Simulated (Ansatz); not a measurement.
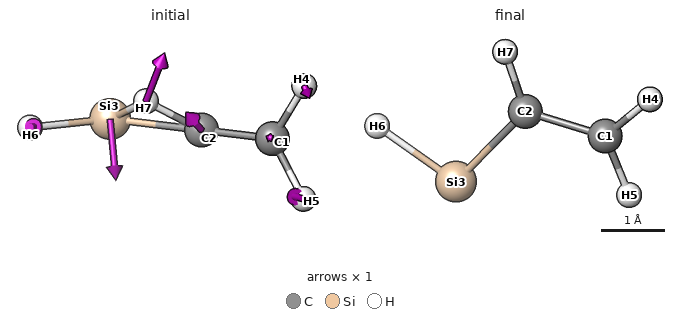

The structure of C₂H₄Si before (left) and after (right) a relaxation, at one scale. The purple arrows give the displacements, at their true length.

The picture is a ball-and-stick view, seen at a tilt.

It is one of the separated reactants of a reaction.

Computed with RKS PBE-D4/def2-SVP (Ansatz 0.2.0).

Input file:
```yaml
crystal:
  periodic: [false, false, false]
  atoms:
    - {symbol: C, position_ang: [-1.276600, -0.244651, -0.787222]}
    - {symbol: C, position_ang: [-0.180977, -0.035012, -0.111267]}
    - {symbol: Si, position_ang: [1.233267, 0.236741, 0.760475]}
    - {symbol: H, position_ang: [-1.770132, -1.216268, -0.801155]}
    - {symbol: H, position_ang: [-1.753895, 0.541318, -1.372228]}
    - {symbol: H, position_ang: [1.190331, 0.692184, 2.161579]}
    - {symbol: H, position_ang: [0.018620, -0.246905, 0.907979]}
basis:
  gaussian: {orbitals: def2-SVP}
hamiltonian: {xc: pbe, dispersion: d4}
relax: {f_tol: 0.03, max_steps: 250}
```

Launched with:
```bash
ansatz run in.yaml --threads 2 --pin off --events-out ev --progress --plain --max-ram 4352MiB
```

> Describe what moved and what it gained.

The largest move after the best rigid fit is that of Si3, 1.02 Å. Largest moves by element: Si 1.02 Å, H 0.98 Å, C 0.54 Å. Some distances before and after: Si3–H7 1.316 → 2.685 Å, C2–Si3 1.683 → 1.898 Å, Si3–H6 1.474 → 1.551 Å, C1–C2 1.304 → 1.358 Å. Bonds break, among them: Si3–H7 (1.32 → 2.68 Å). Bond angles that change, for instance: Si3–C2–H7 51.4° → 124.6°, C1–C2–Si3 180.0° → 118.0°, C2–Si3–H6 121.2° → 95.5°. Over 18 geometry steps the energy falls by 3.339 eV. The largest force component goes from 9.5 to 0.011 eV/Å. The forces were under the threshold at step 15, but the run went on from there. Cost: 16 s on 2 threads of Arm Neoverse V1 (shared host).
